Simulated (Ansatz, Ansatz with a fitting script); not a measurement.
**The order of polymorphs of BaTiO3 (R3m) on a ladder of methods**

Aim: the order of polymorphs of BaTiO3 (R3m) by density functionals and by RPA.

Program: Ansatz 0.2.0. Level of theory: density functionals and EXX+RPA, plane waves. Results are calculated unless marked as measured.

## Step 1: The structure

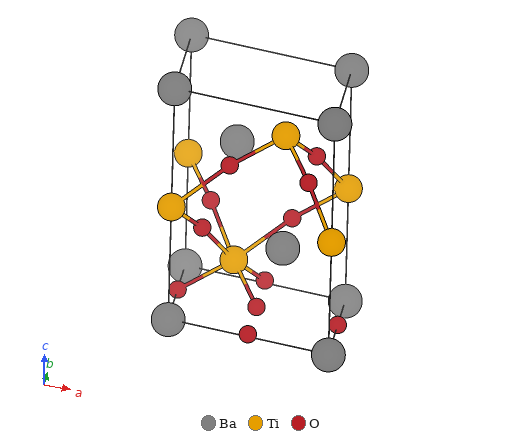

The cell as given, slightly off an axis (barium grey, titanium orange, oxygen red). This picture shows the conventional cell, with its axes. Some periodic images of atoms are drawn too.

Coordinates:

```cif
data_structure
_symmetry_space_group_name_H-M 'R3m:H'
_symmetry_Int_Tables_number 160
_cell_length_a 5.6554
_cell_length_b 5.6554
_cell_length_c 6.9527
_cell_angle_alpha 90.000
_cell_angle_beta 90.000
_cell_angle_gamma 120.000
_cell_volume 192.58
loop_
_atom_site_label
_atom_site_type_symbol
_atom_site_symmetry_multiplicity
_atom_site_Wyckoff_symbol
_atom_site_fract_x
_atom_site_fract_y
_atom_site_fract_z
_atom_site_occupancy
Ba1 Ba 3 a 0.33333 0.66667 0.66455 1
Ti1 Ti 3 a 0.33333 0.66667 0.15237 1
O1 O 9 b 0.49738 0.99476 0.01187 1
```

The structure was relaxed with r2SCAN+rVV10. The runs that relaxed it are not among those shown. The program's search for lower electronic states was switched off, so nothing shows that the state found is the lowest. Spin-orbit coupling is left out unless a step names it.

## Step 2: Energy LDA (polymorph R3m)

This step: DFT, LDA, plane waves, PAW.

Input file input.yaml:

```yaml
crystal:
  lattice:
    - [2.8277199029, 1.6325848471, 2.3175552331]
    - [-2.8277199029, 1.6325848471, 2.3175552331]
    - [0.0, -3.2651696943, 2.317555233]
  atoms:
    - { symbol: Ba, position: [-0.0021144695, -0.0021144695, -0.0021144695] }
    - { symbol: Ti, position: [0.4857048018, 0.4857048018, 0.4857048018] }
    - { symbol: O, position: [0.5092516753, 0.5092516753, 0.017106317] }
    - { symbol: O, position: [0.017106317, 0.5092516753, 0.5092516753] }
    - { symbol: O, position: [0.5092516753, 0.017106317, 0.5092516753] }
kpoints:
  mp_grid: { grid: [6, 6, 6] }
hamiltonian:
  xc: lda
  pseudopotentials: { kind: paw, source: ansatz }
scf:
  occupations: { method: fixed }
  n_extra_bands: 5
  lower_state_search: "off"
  convergence: { dr2_threshold: 1.0e-09 }
output:
  eigenvalues: true
```

The run is started by

```sh
> ansatz run input.yaml --threads 16 --pin off --max-ram 73728MiB --backend cpu --events-out ev --progress --plain --runs-dir out
```

Numbers of over 12 decimals in the logs are rounded to 6 here.

The program printed:

```text
scf.n_extra_bands = 5 over 20 filled bands (N_el = 40.0): the run solves 25 bands
Engine: ansatz 0.2.0, aarch64-unknown-linux-gnu
Pseudopotentials: kind: paw
Pseudopotential: Ba, paw, valence charge 10, recommended cutoff 300 eV (normal), Ba.paw.azcp
Pseudopotential: Ti, paw, valence charge 12, recommended cutoff 740 eV (normal), Ti.paw.azcp
Pseudopotential: O, paw, valence charge 6, recommended cutoff 930 eV (normal), O.paw.azcp
Functional definition: SPW92
  exchange = slater_x
  correlation = pw_c
Crystal: 5 atoms, lattice volume = 64.194 Å³
Basis set: ecut = 930 eV, 4115 PW (Γ)
Bands: 25, of which v1, the nominal top of the filled ones, is band 20 counted from 1 (19 counted from 0)
Symmetry: 6 space group operations
Space group: R3m (ITA 160), of the structure as read, at distance tolerance 4.0e-5 Å
k-points: 32 of 216 (time reversal used)
Non-local potential: Ba, projectors of the file, l = 0: 3, l = 1: 2, l = 2: 2, l = 3: 2
Non-local potential: Ti, projectors of the file, l = 0: 2, l = 1: 2, l = 2: 2, l = 3: 1
Non-local potential: O, projectors of the file, l = 0: 2, l = 1: 2, l = 2: 1
PAW form: soft (Blöchl's): semilocal exchange-correlation on the pseudo side does not see the compensation charge
PAW frozen core: Ba, regenerated for the run's functional, and the local potential with it (the file was generated under x = pbe(κ = 0.804, μ = 0.219515), c = pbe(β = 0.066725))
PAW frozen core: Ti, regenerated for the run's functional, and the local potential with it (the file was generated under x = pbe(κ = 0.804, μ = 0.219515), c = pbe(β = 0.066725))
PAW frozen core: O, regenerated for the run's functional, and the local potential with it (the file was generated under x = pbe(κ = 0.804, μ = 0.219515), c = pbe(β = 0.066725))
PAW one-centre angular grid: Ba, 194 points (default); XC on 64 Gauss nodes
PAW one-centre angular grid: Ti, 590 points (default); XC on 64 Gauss nodes
PAW one-centre angular grid: O, 110 points (default); XC on 64 Gauss nodes
Initial density: superposition of atomic densities (chi_scale 0.1, normalization cell, long waves kept (reshape's long-wave potential 0.00 eV rms))
Initial wavefunctions: pseudopotential atomic-orbital guess
Functional: x = slater, c = lda
SCF iter   1: F=—  HF=-9892.384581 eV  |F-HF|=—  |Δ(HF+E_count)|=         —  Δρ=8.83e-2  dr2=6.43e0  ethr=3.10e-3  ⟨swp⟩=4.4  Hψ=3166  notcnv=0  defer=56
preconditioner: auto → Resta (q_TF=auto, 2.521 Å⁻¹)  ε∞=4.6  [insulator: Δε(μ)=4.121 eV  Ē_g=13.800 eV  n_scr=18 (ndim 8)  ℏωp=26.2 eV  f_vac=0.002  ε∞_Penn≈4.6]
SCF iter   2: F=—  HF=-9890.686273 eV  |F-HF|=—  |Δ(HF+E_count)|=    1.70e0  Δρ=4.96e-2  dr2=9.21e-1  ethr=3.10e-3  ⟨swp⟩=3.5  Hψ=1940  notcnv=0  defer=67
SCF iter   3: F=—  HF=-9890.457940 eV  |F-HF|=—  |Δ(HF+E_count)|=   2.28e-1  Δρ=2.06e-2  dr2=2.84e-1  ethr=2.30e-3  ⟨swp⟩=2.2  Hψ=1199  notcnv=0  defer=64
SCF iter   4: F=—  HF=-9890.386721 eV  |F-HF|=—  |Δ(HF+E_count)|=   7.12e-2  Δρ=8.45e-3  dr2=3.71e-2  ethr=7.11e-4  ⟨swp⟩=2.7  Hψ=1218  notcnv=0  defer=84
SCF iter   5: F=—  HF=-9890.379578 eV  |F-HF|=—  |Δ(HF+E_count)|=   7.14e-3  Δρ=3.30e-3  dr2=9.10e-3  ethr=9.28e-5  ⟨swp⟩=3.0  Hψ=1785  notcnv=0  defer=93
SCF iter   6: F=—  HF=-9890.378006 eV  |F-HF|=—  |Δ(HF+E_count)|=   1.57e-3  Δρ=1.01e-3  dr2=8.13e-4  ethr=2.27e-5  ⟨swp⟩=3.0  Hψ=1188  notcnv=0  defer=94
SCF iter   7: F=—  HF=-9890.377916 eV  |F-HF|=—  |Δ(HF+E_count)|=   9.05e-5  Δρ=7.30e-4  dr2=4.36e-4  ethr=2.03e-6  ⟨swp⟩=1.0  Hψ=795  notcnv=0  defer=92
SCF iter   8: F=—  HF=-9890.377847 eV  |F-HF|=—  |Δ(HF+E_count)|=   6.93e-5  Δρ=2.97e-4  dr2=7.28e-5  ethr=1.09e-6  ⟨swp⟩=2.0  Hψ=985  notcnv=0  defer=65
SCF iter   9: F=—  HF=-9890.377831 eV  |F-HF|=—  |Δ(HF+E_count)|=   1.52e-5  Δρ=2.61e-5  dr2=5.53e-7  ethr=1.82e-7  ⟨swp⟩=2.0  Hψ=843  notcnv=0  defer=36
SCF iter  10: F=—  HF=-9890.377713 eV  |F-HF|=—  |Δ(HF+E_count)|=   1.19e-4  Δρ=2.38e-6  dr2=1.88e-9  ethr=1.38e-9  ⟨swp⟩=2.3  Hψ=1337  notcnv=0  defer=36
SCF iter  11: F=-9890.377713 eV  HF=-9890.377713 eV  |F-HF|=1.78e-10  |Δ(HF+E_count)|=  3.38e-10  Δρ=6.80e-7  dr2=2.24e-10  ethr=2.50e-12  ⟨swp⟩=10.7  Hψ=3511  notcnv=0
SCF 1 converged in 11 iterations: F = -9890.377713 eV  dr2 = 2.24e-10
[...]
SCF converged after 11 iterations
Free energy (F): -9890.377713 eV
Harris-Foulkes:  -9890.377713 eV  (|F-HF|=1.78e-10)
Internal energy: -9890.377713 eV  (E = F + TS)
E sigma→0 (E₀):  -9890.377713 eV
Fermi energy:    9.880271 eV
--- Per-component energies (eV) ---
  E_band       = -149.033399
  E_kinetic    = 1422.263398
  E_local      = -3019.565340  (includes V_loc(G=0)·N_el)
  E_nonlocal   = 658.049413
  E_hartree    = 838.629903
  E_xc         = -816.622733
  E_vxc        = -778.222396  (∫ρ·V_xc dr)
  E_paw        = -6163.465246  (= ΣΔE_a)
  E_vpaw       = -108.818358  (= ΣTr[D̂ρ^β])
  E_aug_tail   = 0.000048  (compensation charges beyond the density's cutoff)
  E_ewald      = -2810.564837
  E_core_change = 0.897681  (= ΣΔE_core)
  E_smearing   = -0.000000  (= −TS)
  E_closure    = 0.000000  (closes the sum)
  Σ components = -9890.377713   (vs F -9890.377713, Δ=0.00e0)
--- Band table (eV; the first three rows and the last of 32) ---
  k-point 0: bands = [... 16 lower, 8.7735, 9.3993, 9.5370, 9.5370, 12.1832, 12.1832, 12.3362, 14.4054, ... 1 higher]
  k-point 1: bands = [... 16 lower, 8.5977, 8.9842, 9.4120, 9.4251, 12.2340, 12.5743, 12.6020, 14.4023, ... 1 higher]
  k-point 2: bands = [... 16 lower, 8.2744, 8.4207, 9.0990, 9.1909, 12.3053, 13.2719, 13.3665, 14.3892, ... 1 higher]
  k-point 31: bands = [... 16 lower, 7.5874, 9.8624, 9.8624, 9.8803, 14.2192, 14.3554, 14.3554, 16.5422, ... 1 higher]
```

The job ended after 1.3 s (16 threads of Arm Neoverse V2, shared host; peak memory 0.82 GiB; 16 s of CPU time).

In the SCF lines HF is the Harris–Foulkes energy and dr2 the Hartree energy of the density residual, in eV; the loop may stop once dr2 is under the threshold and the program's other checks hold. Hψ counts applications of the Hamiltonian.

Total energy -9890.3777 eV.

## Step 3: Energy r2SCAN (polymorph R3m)

The meta-GGA depends on the orbitals through the kinetic-energy density, which usually opens the gap somewhat.

This step: DFT, r2SCAN, plane waves, PAW.

Changes to input.yaml since step 2:

```diff
@@ -14,3 +14,3 @@
 hamiltonian:
-  xc: lda
+  xc: r2scan
   pseudopotentials: { kind: paw, source: ansatz }
```

The program printed:

```text
[...]
Crystal: 5 atoms, lattice volume = 64.194 Å³
Basis set: ecut = 1050 eV, 4945 PW (Γ), exchange–correlation on 240×240×240 points (64 copies of the dense FFT grid, shifted against one another)
Bands: 25, of which v1, the nominal top of the filled ones, is band 20 counted from 1 (19 counted from 0)
Symmetry: 6 space group operations
[...]
k-points: 32 of 216 (time reversal used)
[...]
--- Band table (eV; the first three rows and the last of 32) ---
  k-point 0: bands = [... 16 lower, 8.8306, 9.4833, 9.5912, 9.5912, 12.6949, 12.6949, 12.8303, 14.7610, ... 1 higher]
  k-point 1: bands = [... 16 lower, 8.6716, 9.0565, 9.4634, 9.4965, 12.7397, 13.0567, 13.0911, 14.7584, ... 1 higher]
  k-point 2: bands = [... 16 lower, 8.3728, 8.5173, 9.1693, 9.2322, 12.8067, 13.7256, 13.8251, 14.7468, ... 1 higher]
  k-point 31: bands = [... 16 lower, 7.6456, 9.9305, 9.9305, 9.9482, 14.6601, 14.8026, 14.8026, 17.3046, ... 1 higher]
[key lines of the parts left out:]
SCF converged after 11 iterations
Free energy (F): -10168.965917 eV
Fermi energy:    9.948190 eV
```

The job ended after 3.8 s (16 threads; peak memory 1.7 GiB).

Total energy -10168.9659 eV.

## Step 4: Energy r2SCAN+rVV10 (polymorph R3m)

This step: DFT, r2SCAN with rVV10, plane waves, PAW.

Changes to input.yaml since step 3:

```diff
@@ -16,2 +16,3 @@
   pseudopotentials: { kind: paw, source: ansatz }
+  dispersion: rvv10
 scf:
```

The program printed:

```text
[...]
Crystal: 5 atoms, lattice volume = 64.194 Å³
Basis set: ecut = 1050 eV, 4945 PW (Γ), exchange–correlation on 240×240×240 points (64 copies of the dense FFT grid, shifted against one another)
Bands: 25, of which v1, the nominal top of the filled ones, is band 20 counted from 1 (19 counted from 0)
Symmetry: 6 space group operations
[...]
k-points: 32 of 216 (time reversal used)
[...]
--- Band table (eV; the first three rows and the last of 32) ---
  k-point 0: bands = [... 16 lower, 8.8103, 9.4681, 9.5771, 9.5771, 12.6738, 12.6738, 12.8100, 14.7536, ... 1 higher]
  k-point 1: bands = [... 16 lower, 8.6493, 9.0391, 9.4486, 9.4810, 12.7192, 13.0384, 13.0725, 14.7509, ... 1 higher]
  k-point 2: bands = [... 16 lower, 8.3482, 8.4949, 9.1525, 9.2163, 12.7870, 13.7115, 13.8110, 14.7391, ... 1 higher]
  k-point 31: bands = [... 16 lower, 7.6291, 9.9154, 9.9154, 9.9331, 14.6498, 14.7926, 14.7926, 17.2632, ... 1 higher]
[key lines of the parts left out:]
SCF converged after 11 iterations
Free energy (F): -10165.393458 eV
Fermi energy:    9.933068 eV
```

Run time: 7.9 s. Hardware: 16 threads; peak memory 1.8 GiB.

Total energy -10165.3935 eV.

## Step 5: Energy r2SCAN-D4 (polymorph R3m)

This step: DFT, r2SCAN with D4 dispersion, plane waves, PAW.

Changes to input.yaml since step 4:

```diff
@@ -16,3 +16,3 @@
   pseudopotentials: { kind: paw, source: ansatz }
-  dispersion: rvv10
+  dispersion: d4
 scf:
```

The program printed:

```text
[...]
Crystal: 5 atoms, lattice volume = 64.194 Å³
Basis set: ecut = 1050 eV, 4945 PW (Γ), exchange–correlation on 240×240×240 points (64 copies of the dense FFT grid, shifted against one another)
Bands: 25, of which v1, the nominal top of the filled ones, is band 20 counted from 1 (19 counted from 0)
Symmetry: 6 space group operations
[...]
k-points: 32 of 216 (time reversal used)
[...]
--- Band table (eV; the first three rows and the last of 32) ---
  k-point 0: bands = [... 16 lower, 8.8306, 9.4833, 9.5912, 9.5912, 12.6949, 12.6949, 12.8303, 14.7610, ... 1 higher]
  k-point 1: bands = [... 16 lower, 8.6716, 9.0565, 9.4634, 9.4965, 12.7397, 13.0567, 13.0911, 14.7584, ... 1 higher]
  k-point 2: bands = [... 16 lower, 8.3728, 8.5173, 9.1693, 9.2322, 12.8067, 13.7256, 13.8251, 14.7468, ... 1 higher]
  k-point 31: bands = [... 16 lower, 7.6456, 9.9305, 9.9305, 9.9482, 14.6601, 14.8026, 14.8026, 17.3046, ... 1 higher]
[key lines of the parts left out:]
SCF converged after 11 iterations
Free energy (F): -10169.366084 eV
Fermi energy:    9.948190 eV
```

It took 4.2 s on 16 threads; peak memory 1.7 GiB.

Total energy -10169.3661 eV.

## Step 6: Energy HSE06 (polymorph R3m)

HSE06 mixes in a quarter of exact exchange at short range. Exchange couples all pairs of k points, which makes a full band path dear, so levels are read on the mesh and at chosen points.

This step: DFT, HSE06, plane waves, PAW.

Changes to input.yaml since step 5:

```diff
@@ -12,7 +12,6 @@
 kpoints:
-  mp_grid: { grid: [6, 6, 6] }
+  mp_grid: { grid: [4, 4, 4] }
 hamiltonian:
-  xc: r2scan
+  xc: hse06
   pseudopotentials: { kind: paw, source: ansatz }
-  dispersion: d4
 scf:
```

The program printed:

```text
[...]
davidson cushion auto → on  (no smearing: the cushion is to keep the highest requested band from converging to the state above it; pin scf.eigensolver.cushion to override)
Crystal: 5 atoms, lattice volume = 64.194 Å³
Basis set: ecut = 930 eV, 4115 PW (Γ)
Bands: 25, of which v1, the nominal top of the filled ones, is band 20 counted from 1 (19 counted from 0)
Symmetry: 6 space group operations
[...]
k-points: 13 of 64 (time reversal used)
[...]
Fermi energy:    9.234908 eV
[...]
--- Band table (eV; the first three rows and the last of 13) ---
  k-point 0: bands = [... 16 lower, 8.0622, 8.7814, 8.8833, 8.8833, 13.0649, 13.0649, 13.2045, 15.1715, ... 1 higher]
  k-point 1: bands = [... 16 lower, 7.7340, 7.9685, 8.6061, 8.6140, 13.1576, 13.8287, 13.9217, 15.1674, ... 1 higher]
  k-point 2: bands = [... 16 lower, 7.4641, 7.5388, 8.2694, 8.3717, 13.2366, 14.6518, 14.7565, 15.1366, ... 1 higher]
  k-point 12: bands = [... 16 lower, 6.8194, 9.2172, 9.2172, 9.2349, 15.3124, 15.4671, 15.4671, 17.5496, ... 1 higher]
[key lines of the parts left out:]
Free energy (F): -10148.596921 eV
```

Elapsed: 11 s, on 16 threads; peak memory 5.1 GiB.

Total energy -10148.5969 eV.

## Step 7: Energy HSE06-D3(BJ) (polymorph R3m)

This step: DFT, HSE06 with D3(BJ) dispersion, plane waves, PAW.

Changes to input.yaml since step 6:

```diff
@@ -16,2 +16,3 @@
   pseudopotentials: { kind: paw, source: ansatz }
+  dispersion: d3bj
 scf:
```

The program printed:

```text
[...]
Crystal: 5 atoms, lattice volume = 64.194 Å³
Basis set: ecut = 930 eV, 4115 PW (Γ)
Bands: 25, of which v1, the nominal top of the filled ones, is band 20 counted from 1 (19 counted from 0)
Symmetry: 6 space group operations
[...]
k-points: 13 of 64 (time reversal used)
[...]
SCF iter   1: F=—  HF=-10148.224566 eV  |F-HF|=—  |Δ(HF+E_count)|=         —  Δρ=9.18e-2  dr2=7.05e0  ethr=1.00e-1  ⟨swp⟩=5.7  Hψ=1022  notcnv=0
[...]
Fermi energy:    9.234908 eV
[...]
--- Band table (eV; the first three rows and the last of 13) ---
  k-point 0: bands = [... 16 lower, 8.0622, 8.7814, 8.8833, 8.8833, 13.0649, 13.0649, 13.2045, 15.1715, ... 1 higher]
  k-point 1: bands = [... 16 lower, 7.7340, 7.9685, 8.6061, 8.6140, 13.1576, 13.8287, 13.9217, 15.1674, ... 1 higher]
  k-point 2: bands = [... 16 lower, 7.4641, 7.5388, 8.2694, 8.3717, 13.2366, 14.6518, 14.7565, 15.1366, ... 1 higher]
  k-point 12: bands = [... 16 lower, 6.8194, 9.2172, 9.2172, 9.2349, 15.3124, 15.4671, 15.4671, 17.5496, ... 1 higher]
[key lines of the parts left out:]
Free energy (F): -10150.403633 eV
```

It took 11 s on 16 threads; peak memory 5.1 GiB.

Total energy -10150.4036 eV.

(Continued in part 2 of 2.)

[Paths, hosts, dates, memory and timing lines, banners, echoed tables and standing remarks are left out of the program output.]

[Logs are printed without paths, hosts, clocks, repeated set-up lines and the standing remarks that a program may print on its own settings, such as how far it seeks lower states.]

[Runs of the session that timed out or met a known fault of the program may be left out.]

[Hosts, paths, dates, database ids (printed as entryN), source tags and the programs' standing remarks are cut or masked in the printed files.]
